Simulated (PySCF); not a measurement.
Consider C4H10O2Si (SMILES CCO/C=C\O[SiH3]).

The calculation's input:

```
{"job": {"kind": "nmr", "xc": "PBE0", "basis": "pcSseg-1"}, "charge": 0, "multiplicity": 1}
C     -2.141752     1.049490     0.430368
C     -1.511742    -0.244420    -0.018277
O     -0.319659    -0.444976     0.714196
C      0.321880    -1.621978     0.481559
C      1.640146    -1.642066     0.254564
O      2.434650    -0.559689     0.174656
Si     2.040564     1.075447     0.287789
H     -2.359524     1.019261     1.507958
H     -1.466950     1.896844     0.239878
H     -3.081598     1.226602    -0.112542
H     -1.284018    -0.223267    -1.100931
H     -2.196758    -1.096857     0.155515
H     -0.268831    -2.543743     0.528461
H      2.170832    -2.590815     0.138757
H      1.091815     1.505075    -0.782453
H      1.545606     1.460184     1.637760
H      3.351324     1.743192     0.046120
```

Command:

```sh
OMP_NUM_THREADS=1 python probes_run.py task.json out
```

Geometry: PBE0-D3(BJ)/def2-SVP.

All numbers below come from PBE0/pcSseg-1, SCF density, gas phase, non-relativistic in PySCF 2.14.0.

What will maps of the electron density and electron localisation function show?

C–C (1.34 Å): ρ at the midpoint is about 2.3 e/Å³; the ELF peaks at about 0.95 between the atoms (a multiple bond).
C–O (1.35 Å): ρ is about 2.3 e/Å³ halfway, with its minimum of 2 e/Å³ about 0.5 Å from C; the ELF peaks at about 0.85 between the atoms (a polar covalent bond).
Si–O (1.69 Å): ρ at the midpoint is about 1 e/Å³; the ELF peaks at about 0.85 between the atoms; a shared but strongly polarised pair.
C–H (1.09 Å): ρ at the midpoint is about 2 e/Å³; the ELF climbs to about 1 towards the hydrogen, as it does in any bond to H; an ordinary covalent bond to hydrogen.

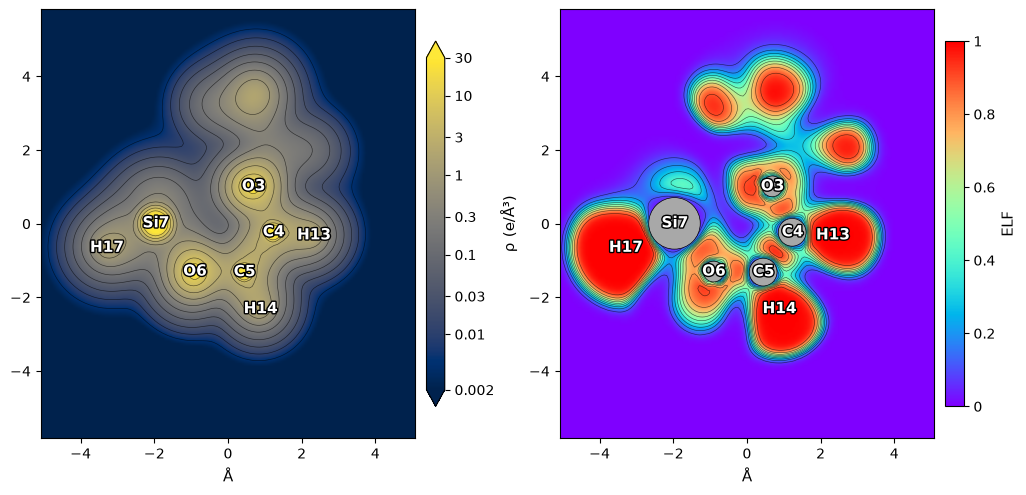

Computed electron density and electron localisation function on the plane of atoms C5, C4 and H13, in this order. Grey discs cover the atomic cores in the ELF map. 
